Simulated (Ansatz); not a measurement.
A series of calculations on BNH$_{4}$ClF

### Relaxation

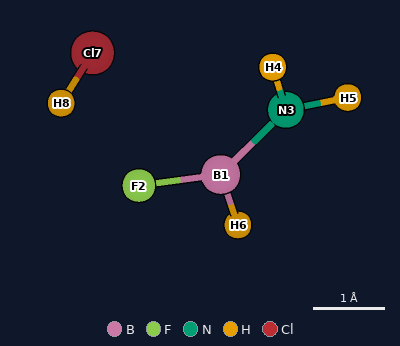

BNH4ClF, before the relaxation. The picture is a ball-and-stick view, seen at a tilt.

The run prepares an end point of a later path (reaction) calculation, from a guessed geometry.

Computed with Ansatz 0.2.0, RKS PBE0/def2-SVP.

The input:
```yaml
crystal:
  periodic: [false, false, false]
  atoms:
    - { symbol: B, position_ang: [0.061443, -0.128311, -0.136249] }
    - { symbol: F, position_ang: [0.015206, -0.525303, 1.141746] }
    - { symbol: "N", position_ang: [1.274907, -0.170742, -0.813687] }
    - { symbol: H, position_ang: [2.146435, -0.42994, -0.368518] }
    - { symbol: H, position_ang: [1.367799, 0.144119, -1.768993] }
    - { symbol: H, position_ang: [-0.966823, 0.180691, -0.685488] }
    - { symbol: Cl, position_ang: [0.151801, 2.598547, 1.265078] }
    - { symbol: H, position_ang: [0.010832, 1.44524, 1.917711] }
basis:
  gaussian: { orbitals: def2-SVP }
hamiltonian:
  xc: pbe0
relax:
  f_tol: 0.03
  max_steps: 50
output:
  orbitals: {}
```

Command:
```bash
ansatz run input.yaml --threads 1 --pin off --max-ram 2048MiB --backend cpu --events-out ev --progress --plain --runs-dir out
```

### What does the optimiser find from here?

The atom that moves furthest after the best rigid fit is Cl7 (0.67 Å). By element the largest moves are Cl 0.67 Å, H 0.35 Å, F 0.27 Å, B 0.13 Å, N 0.12 Å. Some distances before and after: Cl7–H8 1.333 → 1.291 Å, B1–F2 1.339 → 1.352 Å. After 9 accepted moves (11 points after the start) the energy has fallen by 9.45 kJ/mol. The largest force component goes from 1 to 0.014 eV/Å. The line search rejected the trial steps at points 2, 6 of the run. Cost: 39 s on 1 thread of Arm Neoverse V1 (shared host), peak memory 0.15 GiB.

The structure at the end:

```xyz
8

B     0.0679   -0.1707   -0.2539
F     0.0370   -0.2613    1.0951
N     1.2918   -0.2576   -0.8996
H     2.1678   -0.3703   -0.4040
H     1.3820   -0.1840   -1.9028
H    -0.9720   -0.0253   -0.8445
Cl    0.0985    2.8351    1.8867
H    -0.0113    1.5484    1.8746
```

The end point in the same view:

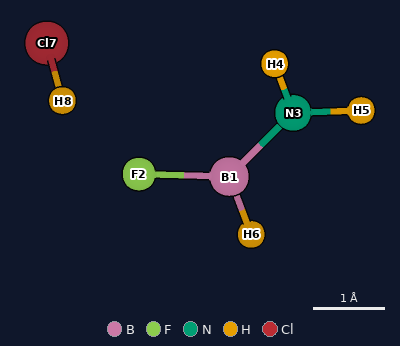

### Relaxation

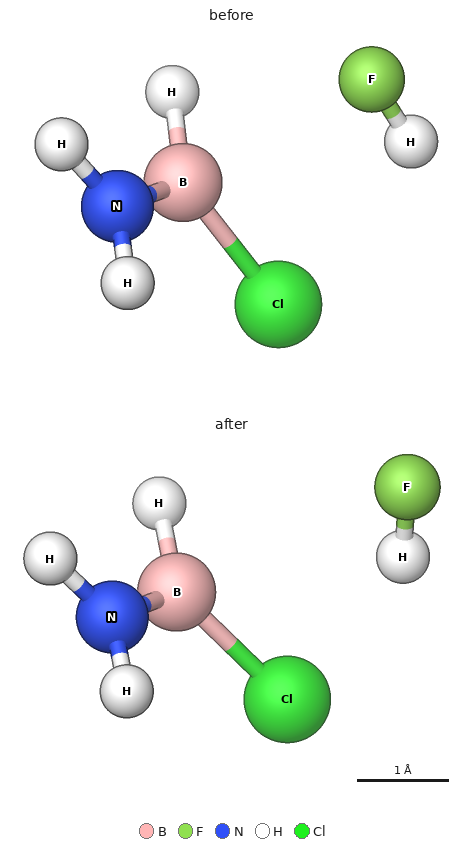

The structure of BNH4ClF before (top) and after (bottom) a relaxation, at one scale.

The picture is a ball-and-stick view, seen at a tilt.

The run prepares an end point of a later path (reaction) calculation, from a guessed geometry.

Method: RKS PBE0/def2-SVP (Ansatz 0.2.0).

Input
```yaml
crystal:
  periodic: [false, false, false]
  atoms:
    - { symbol: B, position_ang: [0.082242, 0.4974, -0.413547] }
    - { symbol: F, position_ang: [0.097131, -0.130338, 2.034323] }
    - { symbol: "N", position_ang: [1.323724, 0.089732, -0.863763] }
    - { symbol: H, position_ang: [1.497648, -0.857567, -1.171029] }
    - { symbol: H, position_ang: [2.144484, 0.679727, -0.826046] }
    - { symbol: H, position_ang: [-0.900978, -0.189113, -0.447568] }
    - { symbol: Cl, position_ang: [-0.109066, 2.257132, 0.076058] }
    - { symbol: H, position_ang: [-0.073585, 0.767327, 2.163173] }
basis:
  gaussian: { orbitals: def2-SVP }
hamiltonian:
  xc: pbe0
relax:
  f_tol: 0.03
  max_steps: 50
```

Command:
```bash
ansatz run input.yaml --threads 1 --pin off --max-ram 2048MiB --backend cpu --events-out ev --progress --plain --runs-dir out
```

Question: Summarise the run.

Answer: After 6 accepted moves (8 points after the start) the energy has fallen by 0.101 eV. Largest force component: 0.74 eV/Å at the start, 0.021 eV/Å at the end. The line search rejected the trial steps at points 1, 5 of the run. F2 moves most after the best rigid fit: 0.40 Å. Largest moves by element: F 0.40 Å, Cl 0.21 Å, H 0.15 Å, B 0.07 Å, N 0.06 Å. Near-neighbour distances that change, for instance: B1–Cl7 1.837 → 1.796 Å, F2–H8 0.923 → 0.928 Å.

Limits of the set-up: the start holds two separate molecules, 2.5 Å apart at their closest, whose relative position is a soft coordinate and is computed without a dispersion correction.

### Path

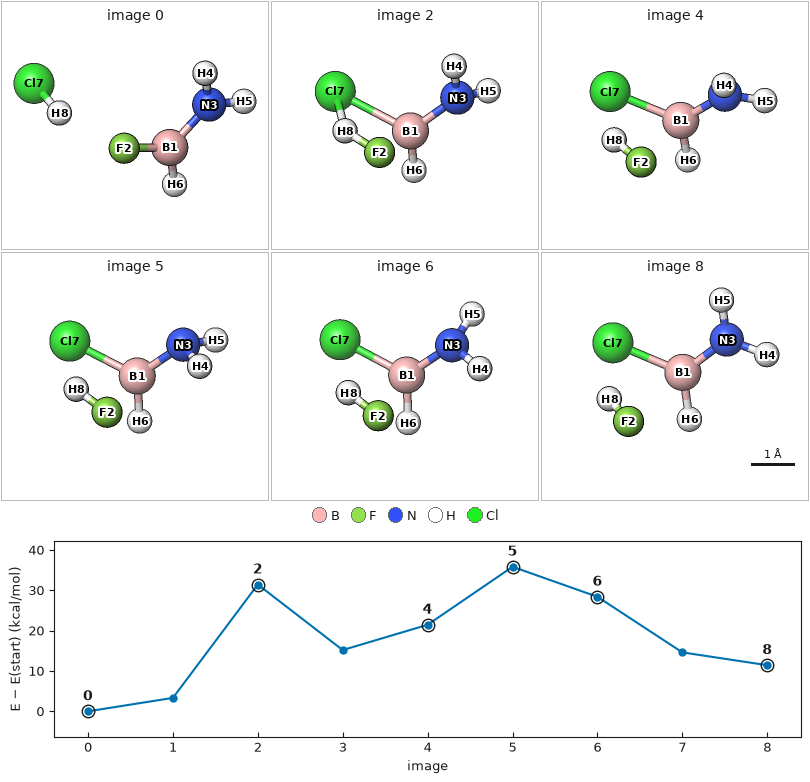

A search for the minimum-energy path of BNH4ClF by the nudged elastic band. Images are numbered from 0 (start) to 8 (end). A ball-and-stick model, seen at a tilt.

These are results of Ansatz, RKS PBE0/def2-SVP, not measurements. Settings: 7 movable images; climbing image; force threshold 0.05 eV/Å; iteration limit 60; starting path through a guess of the saddle point.

What happens along the path, and what is the barrier?

Answer. Forward barrier 35.8 kcal/mol, backward barrier 24.4 kcal/mol, with image 5 at the top; the reaction energy is +11.4 kcal/mol. The profile has 2 maxima (images 2, 5) with a dip at image 3 (+15.2 kcal/mol), so the process runs in steps. The path has more than one stage, and so few images may leave a stage unresolved. Breaking: B1–F2 (1.35 → 2.30 at the top → 2.94 Å), Cl7–H8 (1.29 → 2.31 at the top → 2.24 Å). Forming: B1–Cl7 (3.69 → 1.81 at the top → 1.80 Å), F2–H8 (1.97 → 0.93 at the top → 0.93 Å). The band converged in 49 iterations. The largest component of the band force went from 14 to 0.028 eV/Å. The climbing image converged on the top of the path. Its vibrational analysis gives one imaginary mode (523i cm⁻¹), as a transition state must have.

Cost: 15 min on 1 thread of Arm Neoverse V1 (shared host), peak memory 0.16 GiB.
